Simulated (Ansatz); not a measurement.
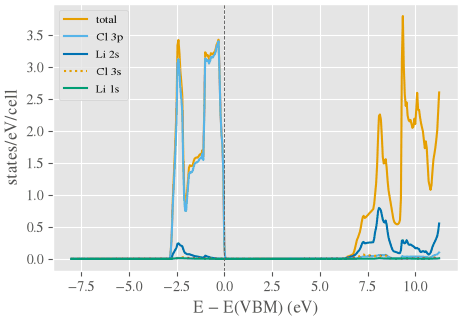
Total and projected density of states of LiCl (rock salt, Fm-3m), DFT-PBE in the program Ansatz with PAW potentials

Problem. Which orbitals carry the states next to the gap?

Solution. Top 1 eV of the valence band: Cl 3p 98 %. Bottom 1 eV of the conduction band: Li 2s 39 %, Cl 3s 12 %, outside the projected shells 43 %. Projections are on Löwdin-orthogonalised atomic valence shells; empty p or d shells of many metals are not among them.

Problem. Where is the tallest occupied peak in this window, and what makes it?

Solution. Near -0.3 eV, about 3.4 states/eV per cell; the largest projected share is Cl 3p.

Symmetry was held in the PBE relaxation.

Potentials: the earlier of the program's two PAW sets.
